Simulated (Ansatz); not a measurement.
Start from Si in the diamond structure (space group Fd-3m, No. 227; a = 5.4338 Å).

It is then changed as follows: the cell is scaled by 1.0200 in all directions, atoms relaxed at fixed cell.

All numbers come from Kohn–Sham DFT with the PBEsol functional, run in Ansatz (an electronic-structure program) with PAW and 420 eV plane waves, no spin-orbit coupling.

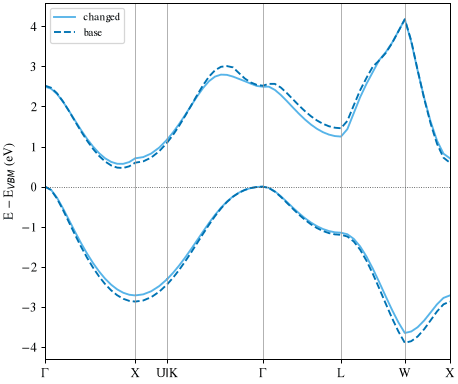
Figure. Highest valence and lowest conduction band along the path, each from its own valence-band maximum

The gap is 0.57 eV, indirect, Γ → Γ–X (87 % along); the base has 0.47 eV.

The cells carry an imposed strain or load. Whether these cells are dynamically stable was not tested.
